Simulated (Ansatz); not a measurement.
## Moving the knobs of a GW run on CsPbI2Br (P4/mmm)

Aim: change settings of a G0W0 run on CsPbI2Br (P4/mmm) and see what moves.

Main program and level: Ansatz 0.2.0; G0W0 on PBE, plane waves, PAW; PAW set soft_1.

**1. The structure**

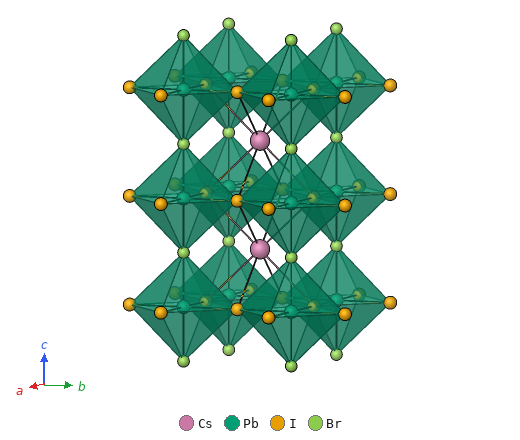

The starting structure, seen slightly off an axis (caesium pink, lead teal, iodine orange, bromine green). 1×1×2 cells are drawn. Some periodic images of atoms are drawn too.

Coordinates:

```cif
data_structure
_symmetry_space_group_name_H-M 'P4/mmm'
_symmetry_Int_Tables_number 123
_cell_length_a 6.3753
_cell_length_b 6.3753
_cell_length_c 5.9622
_cell_angle_alpha 90.000
_cell_angle_beta 90.000
_cell_angle_gamma 90.000
_cell_volume 242.33
loop_
_atom_site_label
_atom_site_type_symbol
_atom_site_symmetry_multiplicity
_atom_site_Wyckoff_symbol
_atom_site_fract_x
_atom_site_fract_y
_atom_site_fract_z
_atom_site_occupancy
Cs1 Cs 1 d 0.50000 0.50000 0.50000 1
Pb1 Pb 1 a 0.00000 0.00000 0.00000 1
I1 I 2 f 0.00000 0.50000 0.00000 1
Br1 Br 1 b 0.00000 0.00000 0.50000 1
```

The cell and positions are those that the Materials Project relaxed with its own functionals (PBE, PBE+U or r2SCAN), kept fixed. Spin-orbit coupling is left out unless a step names it.

**2. The base run: 2×2×2 mesh, 469 empty bands, screening to 90 eV, PAW set soft_1 files**

G0W0 replaces the xc potential by the self-energy, built once from these orbitals. Only a window of levels is corrected, while the sums run over the empty bands that the input names. This step takes PAW set soft_1 files.

Contents of input.yaml:

```yaml
crystal:
  lattice:
    - [6.375296, 0.0, 0.0]
    - [0.0, 6.375296, 0.0]
    - [0.0, 0.0, 5.96222]
  atoms:
    - { symbol: Cs, position: [0.5, 0.5, 0.5] }
    - { symbol: Pb, position: [0.0, 0.0, 0.0] }
    - { symbol: I, position: [0.0, 0.5, 0.0] }
    - { symbol: I, position: [0.5, 0.0, 0.0] }
    - { symbol: Br, position: [0.0, 0.0, 0.5] }
kpoints:
  mp_grid: { grid: [2, 2, 2] }
hamiltonian:
  xc: pbe
  pseudopotentials: { kind: paw, azcp: { folder: soft_1 } }
scf:
  occupations: { method: fixed }
gw:
  n_empty_bands: 469
  ecut_chi: 90
  qp_bands: [v2, c2]
  qp_kpoints: band_edges
  screening: { model: contour_deformation }
```

Run with:

```console
$ ansatz run input.yaml --threads 2 --pin off --max-ram 92160MiB --backend cuda --events-out ev --progress --plain --runs-dir out --devices 1 --max-vram 13GiB
```

Numbers of over 12 decimals in the logs are rounded to 6 here.

Output:

```text
GPUs: using 1 of 1 available (devices: 1).
Engine: ansatz 0.2.0, x86_64-unknown-linux-gnu
Pseudopotentials: kind: paw
Pseudopotential: Cs, paw, valence charge 9, recommended cutoff 420 eV (normal), soft_1/Cs.paw.azcp
Pseudopotential: Pb, paw, valence charge 14, recommended cutoff 420 eV (normal), soft_1/Pb.paw.azcp
Pseudopotential: I, paw, valence charge 17, recommended cutoff 420 eV (normal), soft_1/I.paw.azcp
Pseudopotential: Br, paw, valence charge 7, recommended cutoff 420 eV (normal), soft_1/Br.paw.azcp
Functional definition: PBE
  parameter kappa = 0.804
  parameter beta = 0.066725
  exchange = pbe_x(kappa = kappa, mu = beta*pi^2/3)
  correlation = pbe_c(beta = beta)
device memory: the entry about to start is reckoned to put 1.9 GiB on a device that reports 61.0 GiB free (of which the cap on the GPU budget leaves the run 13.0 GiB)
GPU FFT provider: cuFFT
GPU libraries: cuBLAS 13.8.2, cuFFT 12.4.0, cuSOLVER 12.3.4
Crystal: 5 atoms, lattice volume = 242.331 Å³
Basis set: ecut = 420 eV, 4695 PW (Γ)
Bands: 39, of which v1, the nominal top of the filled ones, is band 32 counted from 1 (31 counted from 0)
Symmetry: 16 space group operations
Space group: P4/mmm (ITA 123), of the structure as read, at distance tolerance 6.2e-5 Å
k-points: 6 of 8
Non-local potential: Cs, projectors of the file, l = 0: 3, l = 1: 2, l = 2: 2, l = 3: 2
Non-local potential: Pb, projectors of the file, l = 0: 2, l = 1: 2, l = 2: 2, l = 3: 1
Non-local potential: I, projectors of the file, l = 0: 2, l = 1: 2, l = 2: 2, l = 3: 1
Non-local potential: Br, projectors of the file, l = 0: 2, l = 1: 2, l = 2: 2
PAW form: soft (Blöchl's): semilocal exchange-correlation on the pseudo side does not see the compensation charge
PAW one-centre angular grid: Cs, 194 points (default); XC on 64 Gauss nodes
PAW one-centre angular grid: Pb, 590 points (default); XC on 64 Gauss nodes
PAW one-centre angular grid: I, 590 points (default); XC on 64 Gauss nodes
PAW one-centre angular grid: Br, 110 points (default); XC on 64 Gauss nodes
Initial density: superposition of atomic densities (chi_scale 0.1, normalization cell, long waves kept (reshape's long-wave potential 0.01 eV rms))
Initial wavefunctions: pseudopotential atomic-orbital guess
GPU buffer pool allocated for 81000 grid points (all kernels)
GPU transforms: local potential and band sums: pruned to the plane-wave sphere, on 45×45×40
Functional: x = pbe(κ = 0.804, μ = 0.219515), c = pbe(β = 0.066725)
SCF iter   1: F=—  HF=-35395.072494 eV  |F-HF|=—  |Δ(HF+E_count)|=         —  Δρ=1.90e-2  dr2=2.51e0  ethr=3.10e-3  ⟨swp⟩=5.7  Hψ=871  notcnv=0  defer=24
preconditioner: auto → Resta (q_TF=auto, 2.185 Å⁻¹)  ε∞=3.1  [insulator: Δε(μ)=1.456 eV  Ē_g=8.912 eV  n_scr=32 (ndim 8)  ℏωp=13.1 eV  f_vac=0.067  ε∞_Penn≈3.1]
[...]
NSCF: frozen V_eff on 6 k-points
[...]
device memory: the entry about to start is reckoned to put 3.6 GiB on a device that reports 58.6 GiB free (of which the cap on the GPU budget leaves the run 13.0 GiB)
NSCF: frozen V_eff on 6 k-points
G₀W₀ screening: q 1/6
[... further progress lines ...]
SCF converged after 8 iterations
Free energy (F): -35393.867935 eV
Harris-Foulkes:  -35393.867935 eV  (|F-HF|=8.18e-8)
Internal energy: -35393.867935 eV  (E = F + TS)
E sigma→0 (E₀):  -35393.867935 eV
Fermi energy:    3.683223 eV
--- Per-component energies (eV) ---
  E_band       = -1024.951834
  E_kinetic    = 885.397896
  E_local      = -7383.901773  (includes V_loc(G=0)·N_el)
  E_nonlocal   = 611.247282
  E_hartree    = 3202.559452
  E_xc         = -799.551101
  E_vxc        = -607.847662  (∫ρ·V_xc dr)
  E_paw        = -27332.012094  (= ΣΔE_a)
  E_vpaw       = -934.949838  (= ΣTr[D̂ρ^β])
  E_aug_tail   = -0.004998  (compensation charges beyond the density's cutoff)
  E_ewald      = -4577.602600
  E_smearing   = -0.000000  (= −TS)
  E_closure    = 0.000000  (closes the sum)
  Σ components = -35393.867935   (vs F -35393.867935, Δ=0.00e0)
--- Band table (eV; the first three rows and the last of 6) ---
  k-point 0: bands = [... 28 lower, 2.4293, 2.4445, 2.4681, 2.4681, 6.8616, 7.7513, 8.1541, 8.3221, ... 3 higher]
  k-point 1: bands = [... 28 lower, 2.2455, 2.3860, 2.3860, 2.5413, 6.1573, 8.5969, 8.6076, 8.8281, ... 3 higher]
  k-point 2: bands = [... 28 lower, 2.1895, 2.2735, 2.3795, 2.7740, 5.8605, 8.1421, 8.6931, 8.7143, ... 3 higher]
  k-point 5: bands = [... 28 lower, 2.7414, 2.7414, 2.8915, 3.6832, 5.0791, 5.0791, 5.2618, 7.8808, ... 3 higher]
--- G₀W₀: contour deformation, 7 samples at zero and on the imaginary axis and 1 off it, 8 q-points, 469 empty bands' worth ---
  eigenvalues of the whole cell's RPA ε∞ on this k-mesh (on a slab, of 1 + 4πα/V) = 9.4010, 14.2153, 14.2153; static W/v taken at q = 0 is 0.080322
  gw.qp_kpoints: band_edges: 6 of 6 stored k-points solved, in 1 pass; an edge of the gap read off the rows below is read off those points alone
    ik  band        ε_KS         Σx   Σc(E_QP)       V_xc       Z   E_QP_lin       E_QP  E_QP is
     0    31      2.4681   -17.1570     2.3718   -13.9649  0.7269     1.6176     1.6477  root
     0    32      2.4681   -17.1570     2.3718   -13.9649  0.7269     1.6176     1.6477  root
     0    33      6.8616    -3.4984    -3.4369    -6.9462  0.7910     6.8725     6.8725  root
     0    34      7.7513    -3.1570    -3.4033    -6.6531  0.7888     7.8444     7.8441  root
     1    31      2.3860   -16.7770     2.3607   -13.5801  0.7263     1.5177     1.5498  root
     1    32      2.5413   -19.7884     2.4493   -16.6725  0.7239     1.8563     1.8748  root
     1    33      6.1573    -8.4872    -3.8245   -12.6643  0.7462     6.5143     6.5099  root
     1    34      8.5969    -3.7369    -3.5437    -7.2953  0.7782     8.6115     8.6115  root
[...]
5    31      2.8915   -17.3963     2.2767   -14.3054  0.7319     2.0494     2.0774  root
     5    32      3.6832   -18.2928     1.4801   -16.2596  0.7474     3.1199     3.1301  root
     5    33      5.0791    -7.7948    -3.5334   -11.5894  0.7596     5.3424     5.3404  root
     5    34      5.0791    -7.7948    -3.5334   -11.5894  0.7596     5.3424     5.3404  root
```

Elapsed: 12 s, on 1 × NVIDIA H100 80GB HBM3 (shared by 6 runs) with 2 threads of AMD EPYC 7R13 (Zen 3), shared host; peak memory 1.7 GiB.

In the SCF lines HF is the Harris–Foulkes energy and dr2 the Hartree energy of the density residual, in eV; the loop may stop once dr2 is under the threshold and the program's other checks hold. Hψ counts applications of the Hamiltonian.

Numbers from this step:

- bands summed: 501
- RPA ε∞ on this mesh (eigenvalues): 9.401, 14.22, 14.22
- plane waves in the screening matrix: 461
- q-points in the mesh: 8
- G0W0 gap on the mesh: 2.210 eV
- k of the valence top: -0.5, -0.5, -0.5
- k of the conduction bottom: -0.5, -0.5, -0.5
- starting gap on the mesh: 1.396 eV
- Z at the valence top: 0.7474
- Z at the conduction bottom: 0.7596
- least direct G0W0 gap on the computed points: 2.210 eV

The gap on the mesh goes from 1.40 eV to 2.21 eV, a correction of +0.81 eV. Between the two edge states, bare exchange in place of the xc potential would open the gap by 5.83 eV, and correlation takes back 5.01 eV.

**3. Variant: low screening cutoff**

input.yaml, as its differences from that of step 2:

```diff
@@ -19,4 +19,4 @@
 gw:
-  n_empty_bands: 469
-  ecut_chi: 90
+  n_empty_bands: 723
+  ecut_chi: 55
   qp_bands: [v2, c2]
```

Output:

```text
GPUs: using 1 of 1 available (devices: 1).
[...]
GPU FFT provider: cuFFT
GPU libraries: cuBLAS 13.8.2, cuFFT 12.4.0, cuSOLVER 12.3.4
Crystal: 5 atoms, lattice volume = 242.331 Å³
Basis set: ecut = 420 eV, 4695 PW (Γ)
Bands: 39, of which v1, the nominal top of the filled ones, is band 32 counted from 1 (31 counted from 0)
Symmetry: 16 space group operations
[...]
k-points: 6 of 8
[...]
GPU buffer pool allocated for 81000 grid points (all kernels)
[...]
SCF iter   1: F=—  HF=-35395.072494 eV  |F-HF|=—  |Δ(HF+E_count)|=         —  Δρ=1.90e-2  dr2=2.51e0  ethr=3.10e-3  ⟨swp⟩=5.7  Hψ=871  notcnv=0  defer=24
[...]
SCF iter   8: F=-35393.867935 eV  HF=-35393.867935 eV  |F-HF|=8.18e-8  |Δ(HF+E_count)|=   4.95e-7  Δρ=4.29e-6  dr2=6.25e-8  ethr=1.56e-10  ⟨swp⟩=13.2  Hψ=1435  notcnv=0
SCF 1 converged in 8 iterations: F = -35393.867935 eV  dr2 = 6.25e-8
[...]
NSCF: frozen V_eff on 6 k-points
[...]
G₀W₀ screening: q 1/6
[... further progress lines ...]
SCF converged after 8 iterations
Free energy (F): -35393.867935 eV
[...]
Internal energy: -35393.867935 eV  (E = F + TS)
E sigma→0 (E₀):  -35393.867935 eV
Fermi energy:    3.683223 eV
[...]
--- Band table (eV; the first three rows and the last of 6) ---
  k-point 0: bands = [... 28 lower, 2.4293, 2.4445, 2.4681, 2.4681, 6.8616, 7.7513, 8.1541, 8.3221, ... 3 higher]
  k-point 1: bands = [... 28 lower, 2.2455, 2.3860, 2.3860, 2.5413, 6.1573, 8.5969, 8.6076, 8.8281, ... 3 higher]
  k-point 2: bands = [... 28 lower, 2.1895, 2.2735, 2.3795, 2.7740, 5.8605, 8.1421, 8.6931, 8.7143, ... 3 higher]
  k-point 5: bands = [... 28 lower, 2.7414, 2.7414, 2.8915, 3.6832, 5.0791, 5.0791, 5.2618, 7.8808, ... 3 higher]
[...]
0    31      2.4681   -17.1570     2.4583   -13.9649  0.7296     1.7113     1.7342  root
     0    32      2.4681   -17.1570     2.4583   -13.9649  0.7296     1.7113     1.7342  root
     0    33      6.8616    -3.4984    -3.4766    -6.9462  0.7907     6.8329     6.8328  root
     0    34      7.7513    -3.1570    -3.4264    -6.6531  0.7888     7.8212     7.8210  root
     1    31      2.3860   -16.7770     2.4444   -13.5801  0.7289     1.6088     1.6335  root
     1    32      2.5413   -19.7884     2.5289   -16.6725  0.7273     1.9405     1.9543  root
     1    33      6.1573    -8.4872    -3.8121   -12.6643  0.7470     6.5270     6.5223  root
     1    34      8.5969    -3.7369    -3.5697    -7.2953  0.7781     8.5855     8.5855  root
[...]
5    31      2.8915   -17.3963     2.3718   -14.3054  0.7347     2.1518     2.1724  root
     5    32      3.6832   -18.2928     1.5823   -16.2596  0.7502     3.2258     3.2323  root
     5    33      5.0791    -7.7948    -3.5274   -11.5894  0.7601     5.3485     5.3464  root
     5    34      5.0791    -7.7948    -3.5274   -11.5894  0.7601     5.3485     5.3464  root
```

Elapsed: 20 s, on 1 × NVIDIA H100 80GB HBM3 (shared by 6 runs) with 2 threads; peak memory 1.7 GiB.

Against the base:

```
              setting  base  variant
          empty bands   469      723
screening cutoff (eV)    90       55
```

```csv
quantity,variant,base
starting gap on the mesh,1.396,1.396
G0W0 gap on the mesh,2.114,2.210
least direct G0W0 gap on the computed points,2.114,2.210
Z at the valence top,0.750,0.747
Z at the conduction bottom,0.760,0.760
```

**4. Variant: static remainder**

This step: G0W0 on PBE, plane waves, norm-conserving pseudopotentials.

input.yaml, the sections that differ from step 3:

```yaml
hamiltonian:
  xc: pbe
  pseudopotentials: { kind: nc }
gw:
  n_empty_bands: 255
  ecut_chi: 100
  qp_bands: [v2, c2]
  qp_kpoints: band_edges
  screening: { model: contour_deformation }
  static_remainder: true
# crystal, kpoints, scf: as in step 3
```

Output:

```text
Warning: gw takes pair_densities: pseudo, which can misplace gaps by tens of per cent, since gw.static_remainder lacks the terms of the atoms
GPUs: using 1 of 1 available (devices: 1).
[...]
GPU FFT provider: cuFFT
GPU libraries: cuBLAS 13.8.2, cuFFT 12.4.0, cuSOLVER 12.3.4
Crystal: 5 atoms, lattice volume = 242.331 Å³
Basis set: ecut = 952.398519 eV, 16075 PW (Γ)
Bands: 27, of which v1, the nominal top of the filled ones, is band 22 counted from 1 (21 counted from 0)
Symmetry: 16 space group operations
[...]
k-points: 6 of 8
[...]
GPU buffer pool allocated for 331776 grid points (all kernels)
[...]
SCF iter   1: F=—  HF=-3780.386266 eV  |F-HF|=—  |Δ(HF+E_count)|=         —  Δρ=1.71e-2  dr2=2.66e0  ethr=3.10e-3  ⟨swp⟩=6.0  Hψ=723  notcnv=0  defer=16
[...]
SCF iter   7: F=-3779.052073 eV  HF=-3779.052073 eV  |F-HF|=7.06e-8  |Δ(HF+E_count)|=   3.56e-6  Δρ=5.79e-6  dr2=8.27e-8  ethr=2.27e-10  ⟨swp⟩=14.7  Hψ=1047  notcnv=0
SCF 1 converged in 7 iterations: F = -3779.052073 eV  dr2 = 8.27e-8
[...]
G₀W₀ screening: q 1/6
[... further progress lines ...]
SCF converged after 7 iterations
Free energy (F): -3779.052073 eV
[...]
Internal energy: -3779.052073 eV  (E = F + TS)
E sigma→0 (E₀):  -3779.052073 eV
Fermi energy:    3.019540 eV
[...]
--- Band table (eV; the first three rows and the last of 6) ---
  k-point 0: bands = [... 18 lower, 1.7663, 1.7817, 1.8055, 1.8055, 6.1965, 7.0895, 7.4924, 7.6617, ... 1 higher]
  k-point 1: bands = [... 18 lower, 1.5823, 1.7230, 1.7230, 1.8772, 5.4830, 7.9332, 7.9451, 8.1528, ... 1 higher]
  k-point 2: bands = [... 18 lower, 1.5277, 1.6107, 1.7164, 2.1130, 5.1860, 7.4781, 8.0298, 8.0537, ... 1 higher]
  k-point 5: bands = [... 18 lower, 2.0793, 2.0793, 2.2293, 3.0195, 4.4061, 4.4061, 4.5897, 7.2172, ... 1 higher]
[...]
static-remainder magnitude (band-truncation diagnostic): 0.4958 eV
  bands read: the sum over 277 bands ends inside a degenerate multiplet in 2 slots, whose members it reads at an even weight; the widest, k=1: bands 277 to 278 (counted from 1) at 1/2 each
[...]
0    21      1.8055   -14.2543     2.3104   -11.0455  0.7235     0.8691     0.9071  root
     0    22      1.8055   -14.2543     2.3104   -11.0455  0.7235     0.8691     0.9071  root
     0    23      6.1965    -2.3489    -3.4729    -5.7260  0.7903     6.1009     6.1006  root
     0    24      7.0895    -2.5732    -3.4243    -6.0035  0.7874     7.0955     7.0955  root
     1    21      1.7230   -13.9770     2.3057   -10.7664  0.7228     0.7789     0.8182  root
     1    22      1.8772   -16.4678     2.2794   -13.3468  0.7226     1.0037     1.0357  root
     1    23      5.4830    -7.0370    -3.3199   -10.3548  0.7441     5.4810     5.4810  root
     1    24      7.9332    -2.5853    -3.5854    -6.0811  0.7768     7.8439     7.8436  root
[...]
5    21      2.2293   -14.2808     2.2013   -11.1812  0.7282     1.2951     1.3310  root
     5    22      3.0195   -14.9124     1.3652   -12.6415  0.7440     2.0810     2.1140  root
     5    23      4.4061    -6.5338    -3.0696    -9.5544  0.7572     4.3572     4.3571  root
     5    24      4.4061    -6.5338    -3.0696    -9.5544  0.7572     4.3572     4.3571  root
```

Elapsed: 14 s, on 1 × NVIDIA H100 80GB HBM3 (shared by 6 runs) with 2 threads; peak memory 1.9 GiB; 16 s of CPU time.

Against the base:

```csv
setting,base,variant
files,PAW set soft_1,norm-conserving
empty bands,469,255
screening cutoff (eV),90,100
static remainder,-,true
```

```
                                    quantity  variant   base
                    starting gap on the mesh    1.387  1.396
                        G0W0 gap on the mesh    2.243  2.210
least direct G0W0 gap on the computed points    2.243  2.210
                        Z at the valence top    0.744  0.747
                  Z at the conduction bottom    0.757  0.760
```

**5. Outcome**

| Quantity | Value |
| --- | --- |
| base | 2.21 eV, 12 s |
| low screening cutoff | 2.11 eV, 20 s |
| static remainder | 2.24 eV, 14 s |

What this shows: Low screening cutoff: the gap moves by −0.10 eV; such settings are too crude to quote. The variant differs from the base in empty bands and screening cutoff together, so the change can't be laid to one of them. Static remainder: the gap moves by +0.03 eV (the plane-wave cutoff goes from 420 to 952.399 eV); such settings are too crude to quote. The variant differs from the base in files, empty bands, screening cutoff and static remainder together, so the change can't be laid to one of them. This option needs pseudo pair densities, which the log warns can misplace gaps. All runs here use a coarse mesh and modest cutoffs; they test settings and are not final values. The 2×2×2 mesh is coarse for this cell (its supercell is 12 Å along the shortest edge). The RPA ε∞ on it, from the PBE start, is 9.40 and 14.22; such meshes misread the long-range screening, most where the gap is narrow. Where an edge is built on 6p states of lead, bismuth or thallium, scalar-relativistic gaps usually stand too wide, by a few tenths to over one eV. The many-body steps are scalar-relativistic: spin-orbit coupling is not in them.

[Paths, hosts, dates, memory and timing lines, banners, echoed tables and standing remarks are left out of the program output.]

[Logs are printed without paths, hosts, clocks, repeated set-up lines and the standing remarks that a program may print on its own settings, such as how far it seeks lower states.]

[Runs of the session that timed out or met a known fault of the program may be left out.]

[Cells called generated may have been cut or substituted from an entry of the Crystallography Open Database or the Materials Project.]

[Hosts, paths, dates, database ids (printed as entryN), source tags and the programs' standing remarks are cut or masked in the printed files.]
